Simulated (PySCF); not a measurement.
## Run report: InSe (charge −1), geometry relaxation (part 2 of 2)

Continued. System: InSe, charge −1. Method: RKS-b3lyp/sbkjc, optimize (PySCF 2.14.0). 

Geometry of the input (Å):
```
In 0.0000  0.0000  0.0000
Se 0.0000  0.0000  2.3450
```

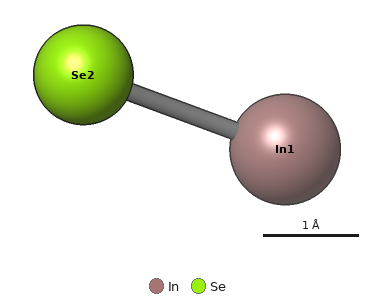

**Figure 1.** The input geometry (ball-and-stick view, seen at an oblique angle; atoms are numbered from 1 in the order of the input). Sticks mark near contacts.

## Output, continued
```
******** <class 'pyscf.scf.hf.RKS_Scanner'> ********
method = RKS_Scanner
initial guess = minao
damping factor = 0.5
level_shift factor = 0
DIIS = <class 'pyscf.scf.diis.CDIIS'>
diis_start_cycle = 8
diis_space = 8
diis_damp = 0
SCF conv_tol = 1e-09
SCF conv_tol_grad = None
SCF max_cycles = 50
direct_scf = True
direct_scf_tol = 1e-13
XC library pyscf.dft.libxc version 7.0.0
    S. Lehtola, C. Steigemann, M. J.T. Oliveira, and M. A.L. Marques.,  SoftwareX 7, 1–5 (2018)
XC functionals = b3lyp
    P. J. Stephens, F. J. Devlin, C. F. Chabalowski, and M. J. Frisch.,  J. Phys. Chem. 98, 11623 (1994)
radial grids:
    Treutler-Ahlrichs [JCP 102, 346 (1995); DOI:10.1063/1.469408] (M4) radial grids

becke partition: Becke, JCP 88, 2547 (1988); DOI:10.1063/1.454033
pruning grids: <function nwchem_prune>
grids dens level: 3
symmetrized grids: False
atomic radii adjust function: <function treutler_atomic_radii_adjust>
small_rho_cutoff = 0
Set gradient conv threshold to 3.16228e-05
tot grids = 42304
init E= -198.669588521984
  HOMO = -0.00627555069741313  LUMO = 0.132777986232987  gap/eV = 3.78384
cycle= 1 E= -198.667303307188  delta_E= 0.00229  |g|= 0.0081  |ddm|= 0.0248
  HOMO = -0.00779550744799211  LUMO = 0.132093345596652  gap/eV = 3.80657
cycle= 2 E= -198.667326444132  delta_E= -2.31e-05  |g|= 0.005  |ddm|= 0.0244
  HOMO = -0.00777795184980814  LUMO = 0.131516996237099  gap/eV = 3.79041
cycle= 3 E= -198.667333992835  delta_E= -7.55e-06  |g|= 0.0034  |ddm|= 0.015
  HOMO = -0.00817327569653682  LUMO = 0.131512771678952  gap/eV = 3.80105
cycle= 4 E= -198.667337338993  delta_E= -3.35e-06  |g|= 0.00234  |ddm|= 0.0106
  HOMO = -0.00807919027918516  LUMO = 0.131334799116736  gap/eV = 3.79365
cycle= 5 E= -198.667338897848  delta_E= -1.56e-06  |g|= 0.00158  |ddm|= 0.00707
  HOMO = -0.00822837616894875  LUMO = 0.131370434775875  gap/eV = 3.79868
cycle= 6 E= -198.667339625315  delta_E= -7.27e-07  |g|= 0.00109  |ddm|= 0.0049
  HOMO = -0.00816797894724287  LUMO = 0.131303781373953  gap/eV = 3.79522
cycle= 7 E= -198.667339966377  delta_E= -3.41e-07  |g|= 0.000742  |ddm|= 0.00333
  HOMO = -0.0082920408175944  LUMO = 0.13135311307326  gap/eV = 3.79994
cycle= 8 E= -198.667338586318  delta_E= 1.38e-06  |g|= 0.00176  |ddm|= 0.00458
  HOMO = -0.00803898145775414  LUMO = 0.131194989469753  gap/eV = 3.78875
cycle= 9 E= -198.667330780851  delta_E= 7.81e-06  |g|= 0.00419  |ddm|= 0.0108
  HOMO = -0.00821688925407392  LUMO = 0.131306102158515  gap/eV = 3.79661
cycle= 10 E= -198.667340266645  delta_E= -9.49e-06  |g|= 1.11e-06  |ddm|= 0.00761
  HOMO = -0.00821707097548131  LUMO = 0.131305925460797  gap/eV = 3.79661
cycle= 11 E= -198.667340266645  delta_E= -2.84e-14  |g|= 7.43e-07  |ddm|= 3.66e-06
  HOMO = -0.00821712192772692  LUMO = 0.13130603787262  gap/eV = 3.79662
Extra cycle  E= -198.667340266645  delta_E= 7.96e-13  |g|= 1.49e-06  |ddm|= 4.04e-06
converged SCF energy = -198.667340266645

******** <class 'pyscf.grad.rhf.Gradients_Scanner'> for <class 'pyscf.scf.hf.RKS_Scanner'> ********
unit = Eh/Bohr
grid_response = True
--------------- RKS_Scanner gradients ---------------
         x                y                z
0 In    -0.0000000000     0.0000000000    -0.0017378525
1 Se     0.0000000000    -0.0000000000     0.0017378525
----------------------------------------------
cycle 3: E = -198.667340267  dE = -0.000144399  norm(grad) = 0.00245769
Step    2 : Displace = 1.026e-02/1.026e-02 (rms/max) Trust = 1.000e-01 (=) Grad = 1.738e-03/1.738e-03 (rms/max) E (change) = -198.6673402666 (-1.444e-04) Quality = 1.316
Hessian Eigenvalues: 5.00000e-02 5.00000e-02 5.00000e-02 ... 5.00000e-02 5.00000e-02 1.01181e-01

Geometry optimization cycle 4
Cartesian coordinates (Angstrom)
 Atom        New coordinates             dX        dY        dZ
  In   0.000000  -0.000000  -0.087355    0.000000 -0.000000  0.004544
  Se  -0.000000   0.000000   2.432355   -0.000000  0.000000 -0.004544
New geometry
   1 In     0.000000000000  -0.000000000000  -0.087355318214 AA    0.000000000000  -0.000000000000  -0.165077626949 Bohr
   2 Se    -0.000000000000   0.000000000000   2.432355318214 AA   -0.000000000000   0.000000000000   4.596485389054 Bohr

******** <class 'pyscf.scf.hf.RKS_Scanner'> ********
method = RKS_Scanner
initial guess = minao
damping factor = 0.5
level_shift factor = 0
DIIS = <class 'pyscf.scf.diis.CDIIS'>
diis_start_cycle = 8
diis_space = 8
diis_damp = 0
SCF conv_tol = 1e-09
SCF conv_tol_grad = None
SCF max_cycles = 50
direct_scf = True
direct_scf_tol = 1e-13
XC library pyscf.dft.libxc version 7.0.0
    S. Lehtola, C. Steigemann, M. J.T. Oliveira, and M. A.L. Marques.,  SoftwareX 7, 1–5 (2018)
XC functionals = b3lyp
    P. J. Stephens, F. J. Devlin, C. F. Chabalowski, and M. J. Frisch.,  J. Phys. Chem. 98, 11623 (1994)
radial grids:
    Treutler-Ahlrichs [JCP 102, 346 (1995); DOI:10.1063/1.469408] (M4) radial grids

becke partition: Becke, JCP 88, 2547 (1988); DOI:10.1063/1.454033
pruning grids: <function nwchem_prune>
grids dens level: 3
symmetrized grids: False
atomic radii adjust function: <function treutler_atomic_radii_adjust>
small_rho_cutoff = 0
Set gradient conv threshold to 3.16228e-05
tot grids = 42304
init E= -198.668367543934
  HOMO = -0.00718077033031558  LUMO = 0.132532597507794  gap/eV = 3.80179
cycle= 1 E= -198.667347116164  delta_E= 0.00102  |g|= 0.0036  |ddm|= 0.0111
  HOMO = -0.0078426141138257  LUMO = 0.132235974470532  gap/eV = 3.81173
cycle= 2 E= -198.667351751285  delta_E= -4.64e-06  |g|= 0.00221  |ddm|= 0.0109
  HOMO = -0.00783587926175769  LUMO = 0.131984640287579  gap/eV = 3.80471
cycle= 3 E= -198.667353242532  delta_E= -1.49e-06  |g|= 0.00148  |ddm|= 0.00658
  HOMO = -0.00800568717631034  LUMO = 0.131982359537359  gap/eV = 3.80927
cycle= 4 E= -198.667353889091  delta_E= -6.47e-07  |g|= 0.00101  |ddm|= 0.00459
  HOMO = -0.00796713443476838  LUMO = 0.131905803373923  gap/eV = 3.80614
cycle= 5 E= -198.667354182291  delta_E= -2.93e-07  |g|= 0.00067  |ddm|= 0.00303
  HOMO = -0.00802985907157261  LUMO = 0.131920298195039  gap/eV = 3.80824
cycle= 6 E= -198.667354315843  delta_E= -1.34e-07  |g|= 0.000458  |ddm|= 0.00208
  HOMO = -0.0080055377019889  LUMO = 0.131892218626239  gap/eV = 3.80681
cycle= 7 E= -198.667354376846  delta_E= -6.1e-08  |g|= 0.000307  |ddm|= 0.00139
  HOMO = -0.00805638715670209  LUMO = 0.131912009265369  gap/eV = 3.80873
cycle= 8 E= -198.667354144982  delta_E= 2.32e-07  |g|= 0.000724  |ddm|= 0.00189
  HOMO = -0.00795466810475009  LUMO = 0.131847416157039  gap/eV = 3.80421
cycle= 9 E= -198.66735285849  delta_E= 1.29e-06  |g|= 0.0017  |ddm|= 0.00444
  HOMO = -0.00802603372101237  LUMO = 0.131892725528044  gap/eV = 3.80738
cycle= 10 E= -198.667354428107  delta_E= -1.57e-06  |g|= 2.15e-07  |ddm|= 0.00311
  HOMO = -0.00802605692845607  LUMO = 0.131892695422231  gap/eV = 3.80738
cycle= 11 E= -198.667354428106  delta_E= 5.12e-13  |g|= 1.22e-07  |ddm|= 7.78e-07
  HOMO = -0.00802606080082666  LUMO = 0.131892714879077  gap/eV = 3.80738
Extra cycle  E= -198.667354428106  delta_E= -5.68e-14  |g|= 2.13e-07  |ddm|= 5.67e-07
converged SCF energy = -198.667354428106

******** <class 'pyscf.grad.rhf.Gradients_Scanner'> for <class 'pyscf.scf.hf.RKS_Scanner'> ********
unit = Eh/Bohr
grid_response = True
--------------- RKS_Scanner gradients ---------------
         x                y                z
0 In    -0.0000000000    -0.0000000000     0.0001005695
1 Se     0.0000000000     0.0000000000    -0.0001005695
----------------------------------------------
cycle 4: E = -198.667354428  dE = -1.41615e-05  norm(grad) = 0.000142227
Step    3 : Displace = 4.544e-03/4.544e-03 (rms/max) Trust = 1.414e-01 (+) Grad = 1.006e-04/1.006e-04 (rms/max) E (change) = -198.6673544281 (-1.416e-05) Quality = 0.949
Hessian Eigenvalues: 5.00000e-02 5.00000e-02 5.00000e-02 ... 5.00000e-02 5.00000e-02 1.07036e-01

Geometry optimization cycle 5
Cartesian coordinates (Angstrom)
 Atom        New coordinates             dX        dY        dZ
  In   0.000000   0.000000  -0.087604    0.000000  0.000000 -0.000249
  Se  -0.000000  -0.000000   2.432604   -0.000000 -0.000000  0.000249
New geometry
   1 In     0.000000000000   0.000000000000  -0.087603921117 AA    0.000000000000   0.000000000000  -0.165547418349 Bohr
   2 Se    -0.000000000000  -0.000000000000   2.432603921117 AA   -0.000000000000  -0.000000000000   4.596955180454 Bohr

******** <class 'pyscf.scf.hf.RKS_Scanner'> ********
method = RKS_Scanner
initial guess = minao
damping factor = 0.5
level_shift factor = 0
DIIS = <class 'pyscf.scf.diis.CDIIS'>
diis_start_cycle = 8
diis_space = 8
diis_damp = 0
SCF conv_tol = 1e-09
SCF conv_tol_grad = None
SCF max_cycles = 50
direct_scf = True
direct_scf_tol = 1e-13
XC library pyscf.dft.libxc version 7.0.0
    S. Lehtola, C. Steigemann, M. J.T. Oliveira, and M. A.L. Marques.,  SoftwareX 7, 1–5 (2018)
XC functionals = b3lyp
    P. J. Stephens, F. J. Devlin, C. F. Chabalowski, and M. J. Frisch.,  J. Phys. Chem. 98, 11623 (1994)
radial grids:
    Treutler-Ahlrichs [JCP 102, 346 (1995); DOI:10.1063/1.469408] (M4) radial grids

becke partition: Becke, JCP 88, 2547 (1988); DOI:10.1063/1.454033
pruning grids: <function nwchem_prune>
grids dens level: 3
symmetrized grids: False
atomic radii adjust function: <function treutler_atomic_radii_adjust>
small_rho_cutoff = 0
Set gradient conv threshold to 3.16228e-05
tot grids = 42304
init E= -198.667299046329
  HOMO = -0.00808274577863776  LUMO = 0.131825778705428  gap/eV = 3.80710
cycle= 1 E= -198.667354452165  delta_E= -5.54e-05  |g|= 0.000197  |ddm|= 0.00061
  HOMO = -0.00804669243203351  LUMO = 0.131841871973018  gap/eV = 3.80656
cycle= 2 E= -198.667354466008  delta_E= -1.38e-08  |g|= 0.000121  |ddm|= 0.000594
  HOMO = -0.00804711938991266  LUMO = 0.131855572225193  gap/eV = 3.80695
cycle= 3 E= -198.66735447046  delta_E= -4.45e-09  |g|= 8.09e-05  |ddm|= 0.00036
  HOMO = -0.00803784219942568  LUMO = 0.131855667444143  gap/eV = 3.80670
cycle= 4 E= -198.667354472397  delta_E= -1.94e-09  |g|= 5.51e-05  |ddm|= 0.000251
  HOMO = -0.008039972906276  LUMO = 0.131859848185702  gap/eV = 3.80687
cycle= 5 E= -198.667354473276  delta_E= -8.79e-10  |g|= 3.67e-05  |ddm|= 0.000166
  HOMO = -0.00803653860389281  LUMO = 0.131859045713749  gap/eV = 3.80675
cycle= 6 E= -198.667354473677  delta_E= -4.01e-10  |g|= 2.51e-05  |ddm|= 0.000114
  HOMO = -0.00803921843721951  LUMO = 0.131862119823633  gap/eV = 3.80691
Extra cycle  E= -198.667354472146  delta_E= 1.53e-09  |g|= 5.88e-05  |ddm|= 0.000153
converged SCF energy = -198.667354472146

******** <class 'pyscf.grad.rhf.Gradients_Scanner'> for <class 'pyscf.scf.hf.RKS_Scanner'> ********
unit = Eh/Bohr
grid_response = True
--------------- RKS_Scanner gradients ---------------
         x                y                z
0 In    -0.0000000000    -0.0000000000     0.0000033965
1 Se     0.0000000000     0.0000000000    -0.0000033965
----------------------------------------------
cycle 5: E = -198.667354472  dE = -4.40396e-08  norm(grad) = 4.80338e-06
```

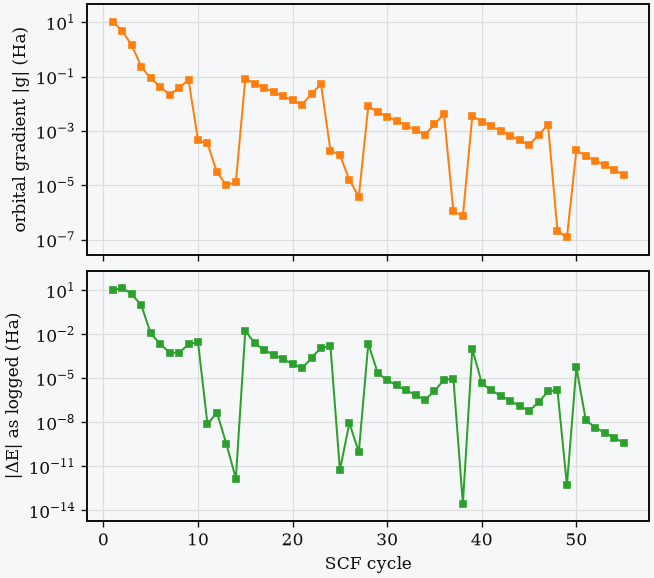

**Figure 2.** Convergence of the self-consistent field: orbital gradient |g| and size of the energy change against the SCF cycle. All cycles printed in the log are drawn one after another.

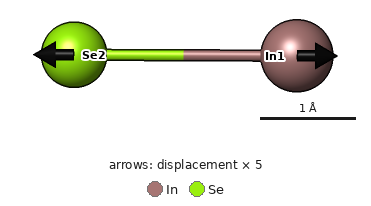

**Figure 3.** The starting structure with the displacements as black arrows, magnified 5 times (ball-and-stick view, seen at a tilt). The two geometries are laid on each other by the best rigid fit. The largest moves after the best rigid fit, 0.088 Å, are those of In1 and Se2. By element the largest moves are In 0.088 Å, Se 0.088 Å. Among the contacts that change: In1–Se2 2.345 → 2.520 Å. (Atoms are counted from 1 in the order of the input.)

```
Step    4 : Displace = 2.486e-04/2.486e-04 (rms/max) Trust = 2.000e-01 (+) Grad = 3.397e-06/3.397e-06 (rms/max) E (change) = -198.6673544721 (-4.404e-08) Quality = 0.932
Hessian Eigenvalues: 5.00000e-02 5.00000e-02 5.00000e-02 ... 5.00000e-02 5.00000e-02 1.07036e-01
Converged! =D

    #| If this code has benefited your research, please support us by citing: |#
    #| Wang, L.-P.; Song, C.C. (2016) "Geometry optimization made simple with |#
    #| translation and rotation coordinates", J. Chem, Phys. 144, 214108.     |#
    #|                                     |#
optimised geometry (angstrom)
In          0.00000000        0.00000000       -0.08760392
Se         -0.00000000       -0.00000000        2.43260392
orbital energies (hartree): [-0.0219 -0.0219 -0.0024  0.1436  0.1436  0.2389]
```

## Results in brief

```csv
quantity,value
outcome,converged
SCF energy at the first geometry,−198.659855 hartree
wall time,20 s
```
